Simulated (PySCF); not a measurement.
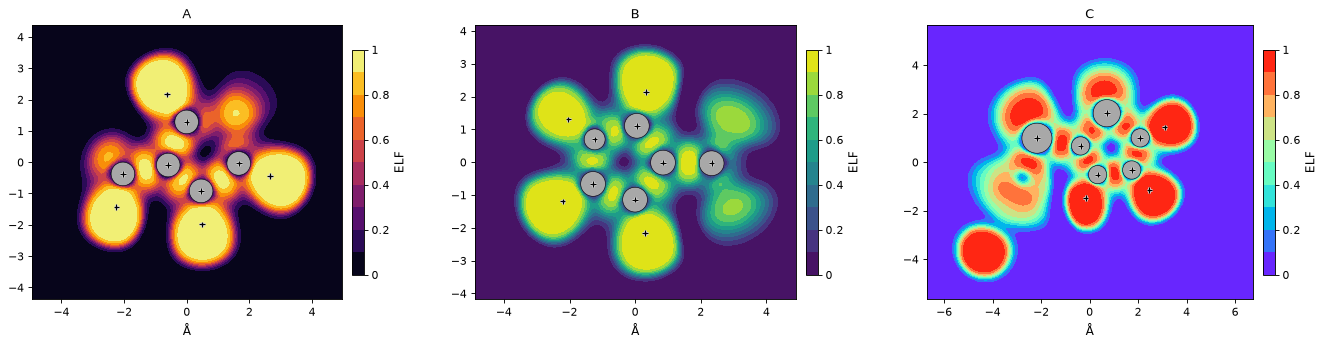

The electron localisation function of 3 systems, each on a plane through atoms (crosses mark nuclei in the plane; grey discs cover the cores).

Method: PySCF, PBE0/pcSseg-1, SCF density, gas phase, non-relativistic.

System 1: C7H7Cl, the plane of atoms C4, C3 and C7. Geometry: GFN2-xTB, NEB image 0 of 0 to 8.

```yaml
atoms:
  - { symbol: Cl, position_ang: [2.1518, -0.0481, 2.3633] }
  - { symbol: C, position_ang: [1.8310, -0.8972, 0.8018] }
  - { symbol: C, position_ang: [0.5308, -0.4664, 0.2554] }
  - { symbol: C, position_ang: [-0.6290, -1.1201, 0.1488] }
  - { symbol: C, position_ang: [-1.5778, -0.1557, -0.4678] }
  - { symbol: C, position_ang: [-0.8038, 0.7901, -1.3666] }
  - { symbol: C, position_ang: [0.2598, 0.8989, -0.2928] }
  - { symbol: C, position_ang: [-1.1924, 1.2486, -0.0433] }
  - { symbol: H, position_ang: [1.8451, -1.9637, 1.0203] }
  - { symbol: H, position_ang: [2.6583, -0.6287, 0.1445] }
  - { symbol: H, position_ang: [-0.8725, -2.1265, 0.4253] }
  - { symbol: H, position_ang: [-2.6030, -0.4194, -0.6776] }
  - { symbol: H, position_ang: [-0.9166, 1.1490, -2.3674] }
  - { symbol: H, position_ang: [1.0273, 1.6568, -0.3253] }
  - { symbol: H, position_ang: [-1.7134, 2.0905, 0.3596] }
```

System 2: C5H4F3N, the plane of atoms C5, C9 and H13. Geometry: GFN2-xTB.

```tsv
atom	x (Å)	y (Å)	z (Å)
F	2.2368	1.4006	0.6597
C	1.8777	0.2470	0.0738
F	2.5044	-0.7366	0.7458
F	2.4441	0.2668	-1.1539
C	0.4086	0.0569	0.0283
C	-0.5633	1.0751	-0.1061
C	-1.7785	0.4521	-0.1272
N	-1.5779	-0.8868	-0.0147
C	-0.2557	-1.1460	0.0795
H	-0.3698	2.1258	-0.1697
H	-2.7617	0.8678	-0.2144
H	-2.3040	-1.5843	-0.0019
H	0.1349	-2.1380	0.1831
```

System 3: C8H9PS (SMILES CC#CP(C)c1cccs1), the plane of atoms C6, S10 and C9. Geometry: PBE0-D3(BJ)/def2-SVP.

```yaml
atoms:
  - { symbol: C, position_ang: [3.6068, 0.7382, -0.9293] }
  - { symbol: C, position_ang: [2.3940, -0.0148, -0.6680] }
  - { symbol: C, position_ang: [1.3732, -0.6405, -0.4439] }
  - { symbol: P, position_ang: [-0.0412, -1.6745, -0.2166] }
  - { symbol: C, position_ang: [0.0679, -1.9887, 1.6081] }
  - { symbol: C, position_ang: [-1.3574, -0.4087, -0.2523] }
  - { symbol: C, position_ang: [-1.2854, 0.9642, -0.1828] }
  - { symbol: C, position_ang: [-2.5591, 1.5914, -0.2530] }
  - { symbol: C, position_ang: [-3.5839, 0.6882, -0.3739] }
  - { symbol: S, position_ang: [-2.9998, -0.9231, -0.4242] }
  - { symbol: H, position_ang: [4.2669, 0.2040, -1.6310] }
  - { symbol: H, position_ang: [3.3700, 1.7189, -1.3705] }
  - { symbol: H, position_ang: [4.1710, 0.9159, -0.0002] }
  - { symbol: H, position_ang: [0.9225, -2.6538, 1.8022] }
  - { symbol: H, position_ang: [-0.8534, -2.5028, 1.9198] }
  - { symbol: H, position_ang: [0.1809, -1.0576, 2.1805] }
  - { symbol: H, position_ang: [-0.3356, 1.4928, -0.0887] }
  - { symbol: H, position_ang: [-2.7136, 2.6709, -0.2134] }
  - { symbol: H, position_ang: [-4.6529, 0.8877, -0.4413] }
```

> Which map belongs to which system?

Panel A is system 1, C7H7Cl: the plane holds C and H. C–C (1.34 Å): the ELF peaks at about 0.90 between the atoms; a multiple bond. Panel B is system 2, C5H4F3N: the plane holds C, N and H. C–N (1.35 Å): the ELF peaks at about 0.90 between the atoms, as expected for localised, covalent bonding. Panel C is system 3, C8H9PS: the plane holds P, C, S and H. C–S (1.71 Å): the ELF peaks at about 0.90 between the atoms, as expected for localised, covalent bonding.
